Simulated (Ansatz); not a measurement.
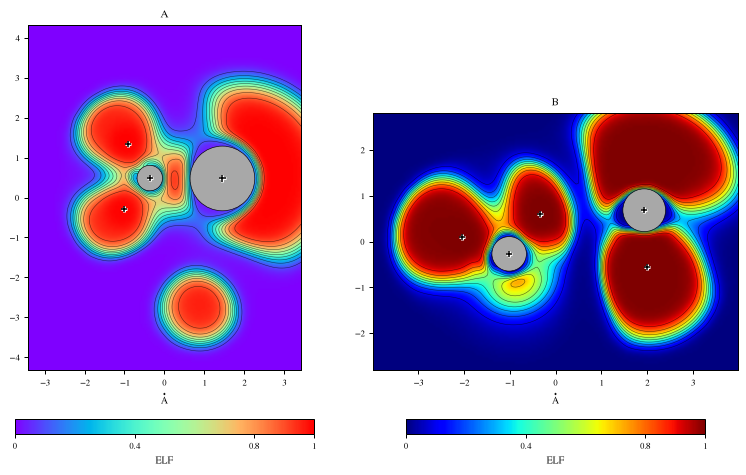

The ELF of 2 systems, each on a plane through atoms (crosses mark nuclei in the plane; grey discs cover the cores).

These are results of RKS B3LYP-D4/def2-SVP (Ansatz), not measurements.

System 1: BH···CH$_{4}$, the plane of atoms H2, C3 and H6. 

```xyz
7

B    -1.1548    0.0340    0.2699
H     1.0304    0.1872    0.8901
C     1.9462    0.0514    0.2834
H     2.0070   -0.9863   -0.0731
H     1.9322    0.7383   -0.5749
H     2.8123    0.2758    0.9227
H    -0.8224   -0.3006   -0.8831
```

System 2: AlH$_{2}$N···NH$_{3}$, the plane of atoms Al1, N6 and H7. 

```yaml
atoms:
  - { symbol: Al, position_ang: [-1.1041, 0.1332, 1.0179] }
  - { symbol: H, position_ang: [1.9965, -0.2890, 1.1440] }
  - { symbol: N, position_ang: [2.0332, 0.0453, 0.1814] }
  - { symbol: H, position_ang: [1.3240, -0.4537, -0.3563] }
  - { symbol: H, position_ang: [1.8043, 1.0394, 0.1826] }
  - { symbol: N, position_ang: [-1.1846, -0.1300, -0.7800] }
  - { symbol: H, position_ang: [-1.9328, -0.6589, -1.2334] }
  - { symbol: H, position_ang: [-0.6287, 0.3137, -1.5121] }
```

**Which map belongs to which system?**

Panel A is system 2, AlH$_{2}$N···NH$_{3}$: the plane holds Al, N and H. Al–N (1.82 Å): the ELF peaks at about 0.90 in the valence shell of N, 0.6 Å from its nucleus, and is about 0.60 at the midpoint. Panel B is system 1, BH···CH$_{4}$: the plane holds B, H and C. B1···H2 (2.28 Å): the ELF climbs to about 1 towards the hydrogen, as it does in any bond to H.
